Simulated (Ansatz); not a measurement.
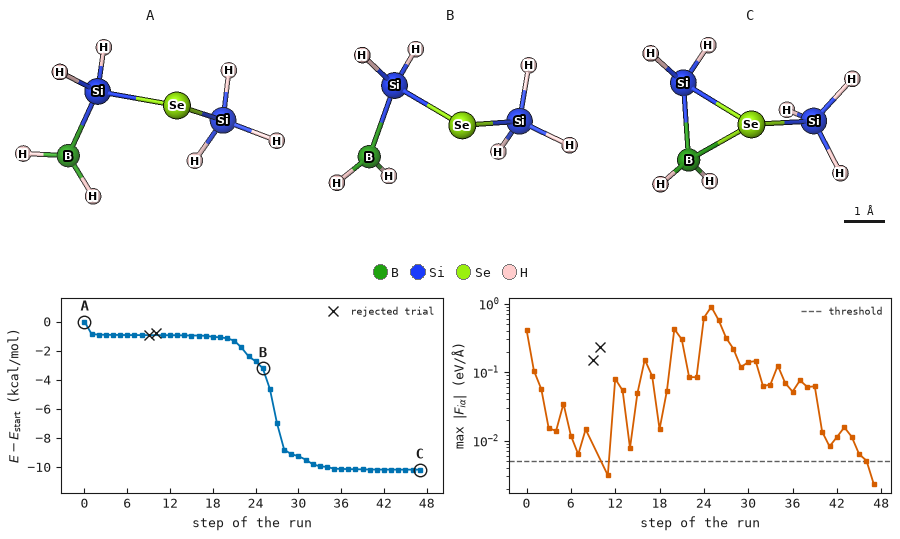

Frames of a relaxation of BSi₂H₇Se, marked on the history of the run. A ball-and-stick model, seen at a tilt.

The start comes from PBE-D4/def2-SVP.

Theory: Ansatz 0.2.0, RKS PBE0-D4/def2-TZVP.

Input file:
```yaml
crystal:
  periodic: [false, false, false]
  atoms:
    - {symbol: B, position_ang: [-1.040283, 1.661878, -0.636537]}
    - {symbol: Si, position_ang: [0.872339, 1.057021, -0.429754]}
    - {symbol: Se, position_ang: [1.306180, -0.142301, 1.507156]}
    - {symbol: Si, position_ang: [-0.004140, -1.916752, 0.859161]}
    - {symbol: H, position_ang: [-1.301609, 2.458543, -1.520281]}
    - {symbol: H, position_ang: [-1.942482, 1.273827, 0.077882]}
    - {symbol: H, position_ang: [1.807418, 2.240646, -0.376485]}
    - {symbol: H, position_ang: [1.256580, 0.238756, -1.644452]}
    - {symbol: H, position_ang: [0.615033, -2.670203, -0.287571]}
    - {symbol: H, position_ang: [-1.363834, -1.433175, 0.424413]}
    - {symbol: H, position_ang: [-0.139801, -2.825340, 2.047067]}
basis:
  gaussian: {orbitals: def2-TZVP}
hamiltonian: {xc: pbe0, dispersion: d4}
relax: {f_tol: 0.005, max_steps: 150}
```

Run as
```bash
ansatz run in.yaml --threads 4 --pin off --events-out ev --progress --plain --max-ram 10444MiB
```

Describe the path.

Over 45 accepted moves (47 points after the start) the energy falls by 10.2 kcal/mol. Largest force component: 0.42 eV/Å at the start, 0.0023 eV/Å at the end. The line search rejected the trial steps at points 9, 10 of the run. The forces were under the threshold at step 11, but the run went on from there. The atom that moves furthest after the best rigid fit is H5 (2.01 Å). Largest moves by element: H 2.01 Å, Se 0.87 Å, B 0.67 Å, Si 0.63 Å. Some distances before and after: B1–Se3 3.655 → 2.244 Å, B1–Si2 2.017 → 1.954 Å, Si2–Se3 2.319 → 2.373 Å, Si2–H7 1.509 → 1.484 Å. Among the angles between lasting bonds that change: B1–Si2–Se3 114.7° → 61.6°, B1–Si2–H8 108.7° → 126.3°, B1–Si2–H7 110.9° → 123.7°. Groups turn about Se3–Si4 by about 35°, Si2–Se3 by about 25°. From step 0 to 25: H5 moves most (1.47 Å), energy −3.20 kcal/mol. From step 25 to 47: H11 moves most (1.16 Å), energy −6.97 kcal/mol.
